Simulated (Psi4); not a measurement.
**H2O2 (hydrogen peroxide) at MP2/jun-cc-pVTZ (density fitting, density fitting for correlation, sweep point 8)**

What is the vertical singlet–triplet gap of H2O2 (hydrogen peroxide) at MP2/jun-cc-pVTZ (density fitting, density fitting for correlation, sweep point 8)? The job is set up through a Python script.

The calculation is run with Psi4 1.11.

## 1. Starting point

H2O2 has 4 atoms, charge 0, and is taken as a singlet. As SMILES, `OO`. The coordinates come from a PBE0-D4/def2-TZVP relaxation.

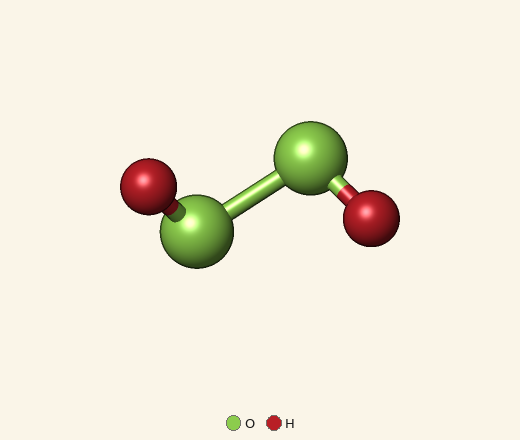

The structure, seen from a chosen angle (oxygen green, hydrogen red).

## 2. The energy at MP2/jun-cc-pVTZ (density fitting, density fitting for correlation, sweep point 8)

Contents of calc.py:

```python
import psi4

psi4.set_memory('1600 MB')
psi4.set_num_threads(1)
psi4.set_output_file('output.dat', False)

geom = psi4.geometry("""
0 1
O     -0.486800    -0.581100     0.030600
O      0.048300     0.728400     0.206900
H      0.186400    -1.117000     0.467400
H      0.252100     0.969800    -0.704900
symmetry c1
""")

psi4.set_options({
    'basis': 'jun-cc-pVTZ',
    'reference': 'rhf',
    'puream': True,
    'scf_type': 'df',
    'num_frozen_docc': 2,
})

E = psi4.energy("mp2", molecule=geom)
print('E =', round(E, 9))
for k, v in sorted(psi4.core.scalar_variables().items()):
    print(f'{k:45s} {v:18.10f}')
```

Started as:

```console
$ python calc.py
```

output.dat:

```text
[...]
  Running in c1 symmetry.
[...]
  Nuclear repulsion =   37.283118773714371
[...]
  Multiplicity = 1
[...]
  Nalpha       = 9
  Nbeta        = 9
[...]
    Number of basis functions: 106
[...]
   @DF-RHF iter   1:  -150.79055283319411   -7.47306e-01   3.21678e-03 ADIIS/DIIS
[...]
   @DF-RHF iter  11:  -150.84035843057723   -6.99174e-12   7.65884e-09 DIIS
[...]
    Orbital Energies [Eh]
    ---------------------
    Doubly Occupied:
       1A    -20.631588     2A    -20.631284     3A     -1.487982
       4A     -1.211590     5A     -0.721389     6A     -0.714812
       7A     -0.617396     8A     -0.516840     9A     -0.483321
[...]
  @DF-RHF Final Energy:  -150.84035843057723
   => Energetics <=
    Nuclear Repulsion Energy =             37.2831187737143708
    One-Electron Energy =                -282.2145516061087847
    Two-Electron Energy =                  94.0910744018172096
    Total Energy =                       -150.8403584305772256
[...]
 Multipole Moments:
 ------------------------------------------------------------------------------------
     Multipole            Electronic (a.u.)      Nuclear  (a.u.)        Total (a.u.)
 ------------------------------------------------------------------------------------
 L = 1.  Multiply by 2.5417464519 to convert [e a0] to [Debye]
 Dipole X            :         -0.1570359            0.7731780            0.6161421
 Dipole Y            :          0.0527526           -0.2596362           -0.2068836
 Dipole Z            :          0.0850670           -0.4187680           -0.3337010
 Magnitude           :                                                    0.7306081
[...]
```

Standard output:

```text
E = -151.340642847
CURRENT CORRELATION ENERGY                         -0.5002844167
CURRENT ENERGY                                   -151.3406428472
CURRENT REFERENCE ENERGY                         -150.8403584306
CUSTOM SCS-MP2 CORRELATION ENERGY                  -0.4922912080
CUSTOM SCS-MP2 TOTAL ENERGY                      -151.3326496386
DD SOLVATION ENERGY                                 0.0000000000
HF KINETIC ENERGY                                 150.6075900294
HF POTENTIAL ENERGY                              -301.4479484600
HF TOTAL ENERGY                                  -150.8403584306
HF VIRIAL RATIO                                     2.0015455290
MP2 CORRELATION ENERGY                             -0.5002844167
MP2 DOUBLES ENERGY                                 -0.5002844167
MP2 OPPOSITE-SPIN CORRELATION ENERGY               -0.3756112336
MP2 SAME-SPIN CORRELATION ENERGY                   -0.1246731830
MP2 SINGLES ENERGY                                 -0.0000000000
MP2 TOTAL ENERGY                                 -151.3406428472
NUCLEAR REPULSION ENERGY                           37.2831187737
ONE-ELECTRON ENERGY                              -282.2145516061
PCM POLARIZATION ENERGY                             0.0000000000
PE ENERGY                                           0.0000000000
SCF ITERATION ENERGY                             -150.8403584306
SCF ITERATIONS                                     11.0000000000
SCF TOTAL ENERGY                                 -150.8403584306
SCS-MP2 CORRELATION ENERGY                         -0.4922912080
SCS-MP2 TOTAL ENERGY                             -151.3326496386
TWO-ELECTRON ENERGY                                94.0910744018
```

It took 2.4 s on 1 thread of AMD EPYC 7R43 (Zen 3), shared host; peak memory 0.22 GiB.

## 3. The triplet at the same level

Contents of run.py:

```python
import psi4

psi4.set_memory(1600000000)
psi4.set_num_threads(1)
psi4.set_output_file('output.dat', False)

m = psi4.geometry("""
0 3
O     -0.486800    -0.581100     0.030600
O      0.048300     0.728400     0.206900
H      0.186400    -1.117000     0.467400
H      0.252100     0.969800    -0.704900
symmetry c1
""")

psi4.set_options({
    'basis': 'jun-cc-pVTZ',
    'reference': 'uhf',
    'puream': True,
    'scf_type': 'df',
    'num_frozen_docc': 2,
    'maxiter': 150,
})

E = psi4.energy("mp2", molecule=m)
print(f'mp2 energy: {E:.10f} Eh')
```

Started as:

```console
$ python run.py
```

output.dat:

```text
[...]
  Running in c1 symmetry.
[...]
  Nuclear repulsion =   37.283118773714371
[...]
  Multiplicity = 3
[...]
  Nalpha       = 10
  Nbeta        = 8
[...]
    Number of basis functions: 106
[...]
   @DF-UHF iter   1:  -150.58496527970698   -5.41718e-01   3.34747e-03 ADIIS/DIIS
[...]
   @DF-UHF iter  19:  -150.65172440631588    8.15703e-12   6.70140e-09 DIIS
[...]
   @S^2 Observed:                2.056815968E+00
[...]
    Orbital Energies [Eh]
    ---------------------
    Alpha Occupied:
       1A    -20.639020     2A    -20.638959     3A     -1.569222
       4A     -1.303435     5A     -0.814054     6A     -0.742823
       7A     -0.734274     8A     -0.578875     9A     -0.571527
      10A     -0.310816
    Alpha Virtual:
      11A      0.114835    12A      0.117929    13A      0.137621
      14A      0.154001    15A      0.190934    16A      0.195808
      17A      0.197520    18A      0.244571    19A      0.317966
      20A      0.355556    21A      0.576421    22A      0.609421
      23A      0.646529    24A      0.667407    25A      0.710453
[...]
  @DF-UHF Final Energy:  -150.65172440631588
   => Energetics <=
    Nuclear Repulsion Energy =             37.2831187737143708
    One-Electron Energy =                -282.0390780706206328
    Two-Electron Energy =                  94.1042348905904049
    Total Energy =                       -150.6517244063158500
  UHF NO Occupations:
  HONO-2 :    8  A 1.9796820
  HONO-1 :    9  A 1.0000000
[...]
 Multipole Moments:
 ------------------------------------------------------------------------------------
     Multipole            Electronic (a.u.)      Nuclear  (a.u.)        Total (a.u.)
 ------------------------------------------------------------------------------------
 L = 1.  Multiply by 2.5417464519 to convert [e a0] to [Debye]
 Dipole X            :         -0.2361767            0.7731780            0.5370013
 Dipole Y            :          0.0793114           -0.2596362           -0.1803247
 Dipole Z            :          0.1279238           -0.4187680           -0.2908442
 Magnitude           :                                                    0.6367713
[...]
```

The script printed:

```text
mp2 energy: -151.1353699769 Eh
```

Wall time 3.3 s (1 thread of AMD EPYC 7R43 (Zen 3), shared host); peak memory 0.22 GiB.

## 4. Summary of results

Level: MP2/jun-cc-pVTZ (density fitting, density fitting for correlation, sweep point 8), 2 core orbitals frozen.

```
                                                           quantity          value
                                              singlet: total energy  -151.34064 Eh
                       singlet: HOMO energy (Hartree–Fock orbitals)      -13.15 eV
                       singlet: LUMO energy (Hartree–Fock orbitals)        2.52 eV
                     singlet: HOMO–LUMO gap (Hartree–Fock orbitals)       15.67 eV
               singlet: correlation energy (2 core orbitals frozen)     -500.3 mEh
                                              triplet: total energy  -151.13537 Eh
triplet: HOMO energy (Hartree–Fock orbitals) (highest over α and β)       -8.46 eV
 triplet: LUMO energy (Hartree–Fock orbitals) (lowest over α and β)        0.98 eV
               triplet: correlation energy (2 core orbitals frozen)     -483.6 mEh
                         triplet: ⟨S²⟩ of the reference determinant          2.057
                   vertical energy of the triplet above the singlet       5.586 eV
```

In words: At this shape the triplet lies 5.59 eV (129 kcal/mol) above the singlet.
